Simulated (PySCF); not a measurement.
## A study: C4H12Pb, SMILES `C[Pb](C)(C)C`

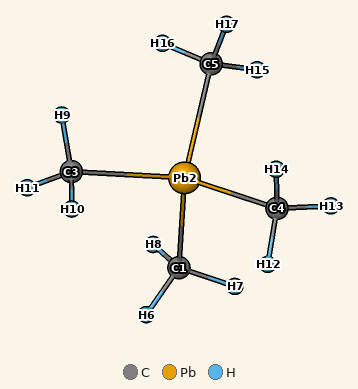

The molecule, with its atoms numbered as below. No frequency check shows the geometry to be a minimum.

Geometry (Å), atoms numbered from 1:

```
C1       0.0123   -1.8358   -1.3847
Pb2     -0.0003    0.0002    0.0002
C3      -2.1246    0.3277    0.8188
C4       1.4532   -0.3507    1.7472
C5       0.6615    1.8576   -1.1832
H6      -0.6425   -2.5973   -0.9842
H7       1.0170   -2.2288   -1.4548
H8      -0.3302   -1.5504   -2.3697
H9      -2.2916    1.3831    0.9835
H10     -2.2393   -0.2033    1.7535
H11     -2.8476   -0.0423    0.1051
H12      1.2057   -1.2776    2.2460
H13      2.4646   -0.4066    1.3692
H14      1.3781    0.4662    2.4515
H15      1.5479    1.6246   -1.7567
H16     -0.1305    2.1608   -1.8539
H17      0.8801    2.6650   -0.4981
```

### 1. Bonding charge

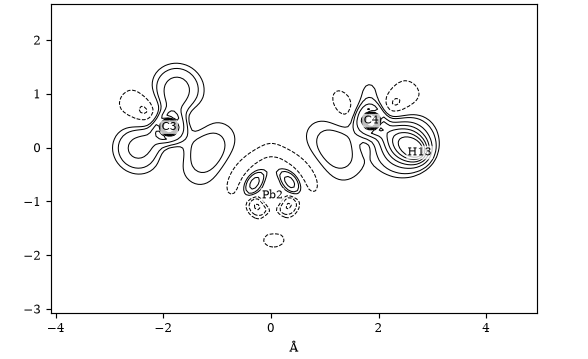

Deformation density (molecule less spherical, spin-averaged free atoms) in the plane of Pb2, C3, C4 and H13; contours at ±0.05 to ±0.8 e/Å³; solid lines: gain, dashed lines: loss.

PySCF calculation, PBE/def2-TZVP, gas phase; geometry: GFN2-xTB. Core potentials replace the inner electrons of Pb; spin–orbit coupling isn't included.

**How much density has each bond in this plane gained at its critical point, relative to the free atoms?**

C4–H13: +0.67 e/Å³ at the bond critical point (bond length 1.08 Å, Mayer order 1.0). Pb2–C4: +0.12 e/Å³ at the bond critical point (bond length 2.30 Å, Mayer order 0.8). Pb2–C3: +0.12 e/Å³ at the bond critical point (bond length 2.30 Å, Mayer order 0.8). In all, 3.2 electrons gather in the regions of gain relative to the promolecule. A small or negative value marks a very polar bond, one between electron-rich atoms, whose free-atom densities already overlap strongly, a long bond to a heavier atom, or a closed-shell contact such as a hydrogen bond.

**Where do the Hirshfeld charges lie?**

The highest Hirshfeld charge is on Pb2 (+0.46 e), the lowest on C1 (−0.20 e).

```
atom  charge (e)
  C1       −0.20
 Pb2       +0.46
  C3       −0.20
  C4       −0.20
  C5       −0.20
  H6       +0.03
  H7       +0.03
  H8       +0.03
  H9       +0.03
 H10       +0.03
 H11       +0.03
 H12       +0.03
 H13       +0.03
 H14       +0.03
 H15       +0.03
 H16       +0.03
 H17       +0.03
```

### 2. Electrostatic potential

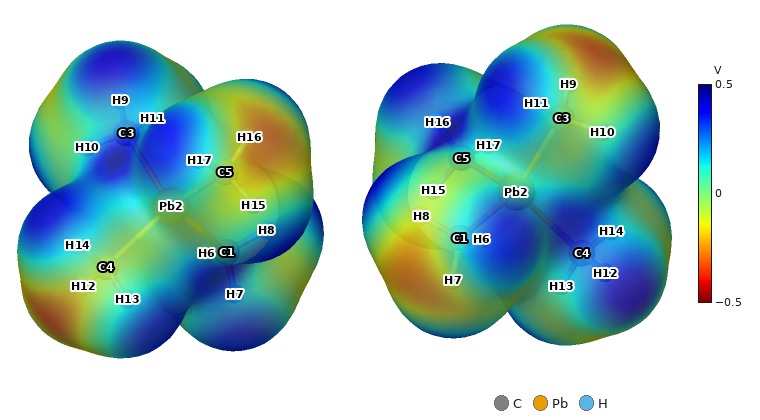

Electrostatic potential on the surface of electron density 0.001 a.u. (back view left, front view right).

**Where are the extremes of the potential on the surface?**

Highest: 0.48 V, near H14 (2.21 Å), Pb2 (2.29 Å), H17 (2.29 Å) and H9 (2.32 Å), and at like points elsewhere. Further maxima include 0.41 V, 1.4 Å from H13; 0.41 V, 1.4 Å from H14. Lowest: −0.30 V, near H8 (1.89 Å), H6 (1.94 Å), H7 (1.98 Å) and C1 (2.01 Å), and at like points elsewhere. The surface is sampled at points, so like sites can differ by a few per cent and only the strongest of them is named.

### 3. In an electric field

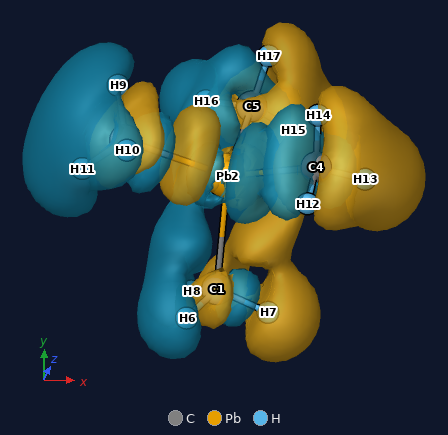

Change of the electron density in a uniform field of 0.21 V/Å, surfaces at ±0.001 e/Å³ (yellow: gain, teal: loss).

PySCF calculation, PBE/def2-TZVP, gas phase; geometry: GFN2-xTB. Core potentials replace the inner electrons of Pb; spin–orbit coupling isn't included. A basis without diffuse functions makes polarisabilities too small.

The field was applied in both directions; the picture shows the one opposite to the script's first.

**Along which Cartesian direction does the field point?**

Along −x: electrons gather on the +x side, against the field.

**How large is the response?**

The induced dipole is 1.08 D (along the field); α along this axis, from the fields in both directions, is 106 bohr³ (15.7 Å³).

The PySCF runs shown took 82 s and 3 min on 1 thread of Intel(R) Xeon(R) Platinum 8259CL CPU @ 2.50GHz (Skylake/Cascade Lake), with other jobs on the host.
